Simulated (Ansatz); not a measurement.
# CH5FInN: the cost of one run

All numbers below are computed with Ansatz 0.2.0 (RKS revPBE/def2-SVP).

## Step 1: The structure to begin with

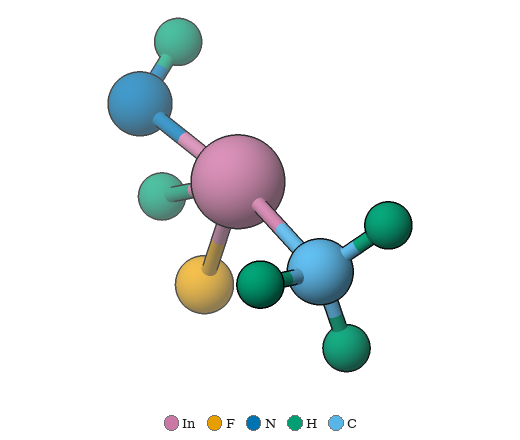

Start, viewed from a free direction; indium pink, fluorine amber, nitrogen blue, hydrogen teal, carbon blue.

Coordinates:

```xyz
9

In   -0.3555    0.2360   -0.1101
F     0.2804   -1.1698   -1.8998
N    -1.7806    0.1240   -1.5598
H    -0.8034   -0.6499   -2.0497
C     0.9760    0.1425    1.7357
H    -1.8416    0.9751   -2.1197
H     0.4261   -0.3793    2.5157
H     1.8514   -0.4236    1.4328
H     1.2473    1.1450    2.0548
```

## Step 2: Pulling towards end A

Springs on the bonds that form and break draw the guess towards this end; the thresholds are loose.

The input, input.yaml:

```yaml
crystal:
  periodic: [false, false, false]
  atoms:
    - { symbol: In, position_ang: [-0.3555, 0.236, -0.1101] }
    - { symbol: F, position_ang: [0.2804, -1.1698, -1.8998] }
    - { symbol: "N", position_ang: [-1.7806, 0.124, -1.5598] }
    - { symbol: H, position_ang: [-0.8034, -0.6499, -2.0497] }
    - { symbol: C, position_ang: [0.976, 0.1425, 1.7357] }
    - { symbol: H, position_ang: [-1.8416, 0.9751, -2.1197] }
    - { symbol: H, position_ang: [0.4261, -0.3793, 2.5157] }
    - { symbol: H, position_ang: [1.8514, -0.4236, 1.4328] }
    - { symbol: H, position_ang: [1.2473, 1.145, 2.0548] }
basis:
  gaussian: { orbitals: def2-SVP }
hamiltonian:
  xc: revpbe
relax:
  f_tol: 0.15
  max_steps: 25
  restrain:
    - { distance: [3, 1], at: 2.18, k: 30.0 }
    - { distance: [0, 1], at: 1.99, k: 30.0 }
    - { distance: [3, 2], at: 1.02, k: 30.0 }
```

Launch:

```console
$ ansatz run input.yaml --threads 2 --pin off --max-ram 3072MiB --backend cpu --events-out ev --progress --plain --runs-dir out
```

Q: Estimate wall time and peak memory on 2 threads of INTEL XEON PLATINUM 8581C at 2.30GHz (Emerald Rapids), shared host.

About 9.6 s, with a peak of 0.17 GiB.
